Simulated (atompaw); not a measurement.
# A PAW (atompaw) potential for Ge, from input to tests

Aim: build the potential from the settings below, then test how well it stands in for the atom: scattering, ghost states and the plane-wave cutoff that it needs.

The numbers are computed with atompaw 4.2.0.5 (PBE, scalar-relativistic, spin-unpolarised reference atom).

### Step 1. The design

The settings as typed:

| Item | Value |
| --- | --- |
| element | germanium (Ge, Z = 32) |
| type | PAW |
| frozen core | [Ar] 3d10 |
| valence charge | 4 |
| reference configuration | 4s2 4p2 |
| partial waves | 4s (bound): rc 1.50 bohr; 4s channel at 0.65 Ry: rc 1.50 bohr; 4p (bound): rc 2.15 bohr; 4p channel at 1.75 Ry: rc 2.15 bohr; 4d channel at 0.3 Ry: rc 2.15 bohr; 4d channel at 1.65 Ry: rc 2.15 bohr |
| local potential | troulliermartins scheme with l = 3 at 0 Ry, radius 1.45 bohr |
| core correction | smooth core density matched at 1.70 bohr |
| augmentation charge | sinc compensation charge, radius 1.85 bohr; PAW radius 2.15 bohr; waves and projectors: custom polynom vanderbiltortho |

### Step 2. The generation run

File Ge.input:

```
Ge 32
GGA-PBE scalarrelativistic loggrid 1500 logderivrange -3 5 201
4 4 3 0 0 0
4 1 2
0 0 0
c
c
c
v
c
c
v
c
2
2.15 1.85 1.45 1.70
y
0.65
n
y
1.75
n
y
0.3
y
1.65
n
custom polynom vanderbiltortho sinc
3 0 troulliermartins
1.50
1.50
2.15
2.15
2.15
2.15
PWSCFOUT
UPFDX 0.0125d0 UPFXMIN -7.d0 UPFZMESH 32.d0
END
```

The run is started by

```console
$ atompaw < Ge.input > Ge.log
```

What the program wrote to the file Ge (summary file):

```text
 Completed calculations for Ge (AE)

 Exchange-correlation type: GGA, Perdew-Burke-Ernzerhof

 Radial integration grid is logarithmic 
 r0 =   2.6318935E-04 h =   8.4220592E-03   n =      1500 rmax =   8.0000000E+01

 Scalar relativistic calculation

 AEatom converged in  45 iterations
   nz     =  32.00
   delta  =       7.277161773879E-17

 All Electron Orbital energies:         
  n  l      occupancy      energy
  1  0      2.0000000E+00 -8.0563144E+02
  2  0      2.0000000E+00 -1.0082498E+02
  3  0      2.0000000E+00 -1.2383854E+01
  4  0      2.0000000E+00 -8.6224754E-01
  2  1      6.0000000E+00 -8.8103621E+01
  3  1      6.0000000E+00 -8.4979466E+00
  4  1      2.0000000E+00 -2.8630833E-01
  3  2      1.0000000E+01 -2.1543072E+00

 Total energy
   Total                    :    -4197.66637632372294

 ---
 Completed calculations for Ge (SC)

 Exchange-correlation type: GGA, Perdew-Burke-Ernzerhof

 Radial integration grid is logarithmic 
 r0 =   2.6318935E-04 h =   8.4220592E-03   n =      1500 rmax =   8.0000000E+01

 Scalar relativistic calculation

 SCatom converged in   1 iterations
   nz     =  32.00
   delta  =       4.478213365680E-17

 Valence Electron Orbital energies:         
  n  l      occupancy      energy
   4  0      2.0000000E+00 -8.6224754E-01
   4  1      2.0000000E+00 -2.8630833E-01

 Total energy
   Total                    :    -4197.66637632423135
   Valence                  :     -163.78359029825992

 PAW parameters: 
       lmax =            2
         rc =    2.1572721551292826     
        irc =         1071
   rc_shape =    1.8537812945206433     
    rc_vloc =    1.4520095610576165     
    rc_core =    1.7040272649329051     
   Vloc: Norm-conserving Troullier-Martins with l= 3;e=   0.0000E+00
   Projector type: polynomial pseudization + Vanderbilt ortho.
   Sinc^2 compensation charge shape zeroed at   1.8538E+00

 Number of basis functions     6
 No.   n  nodes  l      Energy         Cp coeff         Occ
  1    4    3    0   -0.8622475E+00  0.1955945E+03  0.2000000E+01
  2  999    4    0    0.6500000E+00  0.3798081E+01  0.0000000E+00
  3    4    2    1   -0.2863083E+00  0.2200653E+03  0.2000000E+01
  4  999    3    1    0.1750000E+01  0.3873603E+01  0.0000000E+00
  5  999    1    2    0.3000000E+00  0.1225901E+03  0.0000000E+00
  6  999    2    2    0.1650000E+01  0.5531680E+02  0.0000000E+00

 Eigenvalues of overlap operator (in the basis of projectors):
    1        9.61819308E-02
    2        2.94962410E-01
    3        2.23093807E+00
    4        3.93940169E+02
    5        2.19514159E+03
    6        2.58393090E+04

 Orbital leakage outside PAW augmentation regions
   orb  is_core?  %out_of_sphere
   1 0    T           0.00
   2 0    T           0.00
   3 0    T           0.00
   4 0    F          41.87
   2 1    T           0.00
   3 1    T           0.02
   4 1    F          69.11
   3 2    T           0.71

 Summary of PAW energies
   Total valence energy     :   -163.78359670690745
   Smooth energy            :      6.49078149041622
   One center               :   -170.27437819732367
   Smooth kinetic           :      3.07538449343429
   Vloc energy              :     -0.56609728546523
   Smooth exch-corr         :     -4.48493373886825
   One-center xc            :   -154.50878820335987
```

It took 4.5 s on 1 thread of AMD EPYC 9R45, shared host.

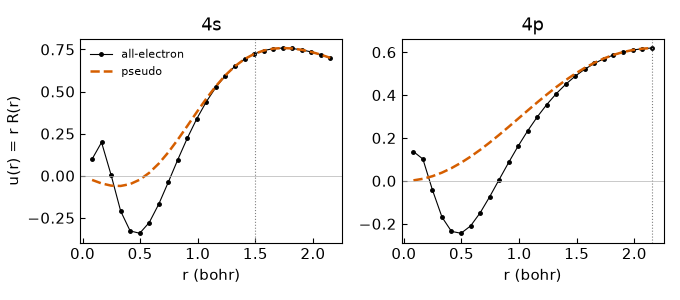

All-electron and pseudo partial waves (4s, 4p), with the matching radii dotted. The curves join 26 sampled radii, too few to resolve the innermost nodes.

### Step 3. Scattering by logarithmic derivatives

Taken from the files of the generation run. The phase is arctan(r·u′/u) with u = r·R, unwrapped, with energies in Ry. A pole is an energy at which the radial function vanishes at the test radius. The pseudo phase is shifted by a multiple of π to meet the all-electron one at the reference energy. Levels narrower than the energy grid can be missing from the poles. The last column is the largest difference on the grid between −1 and +1 Ry.

| channel | radius (bohr) | reference (Ry) | poles AE | poles PS | window around the reference with phases within 0.05 rad (Ry) | largest difference near zero (rad) |
| --- | --- | --- | --- | --- | --- | --- |
| s | 2.16 | -0.86 | 1.23 | 1.23 | the whole range | 0.000 |
| p | 2.16 | -0.29 | 2.63 | 2.63 | the whole range | 0.000 |
| d | 2.16 | 0.30 | -2.09 | -1.44 | above -1.2 | 0.007 |

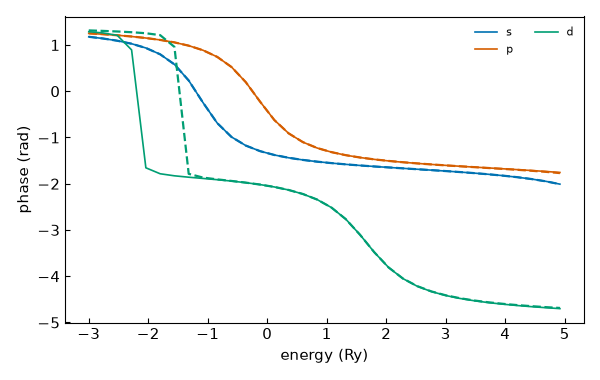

All-electron (solid) and pseudo (dashed) phases against energy.

### Step 4. Plane-wave convergence, by spherical Bessel functions

A separate test, outside the generator: the pseudo-atom's Hamiltonian at the reference potential is diagonalised in spherical Bessel functions j_l(qr) that vanish at 20 bohr, with q² up to the cutoff.

All-electron valence levels (Ry): 4s -0.8622, 4p -0.2863. The lowest levels of each channel (Ry) by cutoff; the last column sums, over occupied levels, occupation times the distance from the level at 400 Ry. A positive value at high cutoff is not a bound level.

| cutoff (Ry) | s #1 | s #2 | p #1 | d #1 | f #1 | Σ f·Δε (mRy) |
| --- | --- | --- | --- | --- | --- | --- |
| 8 | -2.0906 | -0.2566 | -0.2861 | 0.0541 | 0.1080 | 1211.8 |
| 12 | -5.2078 | -0.7242 | -0.2862 | 0.0541 | 0.1080 | 276.2 |
| 18 | -10.3443 | -0.8522 | -0.2863 | -0.4046 | 0.1080 | 20.1 |
| 21 | -11.5060 | -0.8593 | -0.2863 | -0.8690 | 0.1080 | 5.8 |
| 30 | -12.7712 | -0.8619 | -0.2863 | -1.3118 | 0.1080 | 0.8 |
| 40 | -13.0739 | -0.8620 | -0.2863 | -1.4397 | 0.1080 | 0.5 |
| 400 | -13.1073 | -0.8622 | -0.2863 | -1.4739 | 0.1080 | 0.0 |

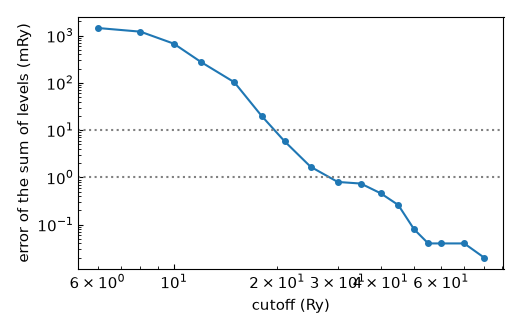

Occupation-weighted error of the valence levels against the cutoff; the dotted lines mark 10 and 1 mRy.

The sum stays within 10 mRy from 21 Ry and within 1 mRy from 30 Ry. The sum leaves out empty levels, which can need more. Ghost test: ghost states, bound below the all-electron valence or empty levels of the same l: s at -178.3 eV, d at -20.1 eV.

### Step 5. What came out

```
                                                quantity                            value
               cutoffs for 10 and 1 mRy, occupied levels                  21 Ry and 30 Ry
                                            bound ghosts  s at -178.33 eV, d at -20.05 eV
largest phase difference near zero energy, channels read                        0.007 rad
         lowest eigenvalue of the overlap (Bessel basis)                        0.317 (p)
        share of valence orbitals outside the PAW sphere                 4s 42 %, 4p 69 %
                                                UPF file                          written
```

What this shows: It has a bound ghost (s, d), a state that the atom doesn't have, and that rules the file out. Close by lies the frozen 3s level (-168.5 eV). The potential is soft on the atom: the looser tolerance needs 21 Ry. The slowest occupied level is 4s: taken alone it needs 25 Ry to come within 1 mRy, against 8 Ry for 4p. Near zero energy the phases of the channels with partial waves agree within 0.007 rad. These are tests on the free atom; a crystal test is still owed.
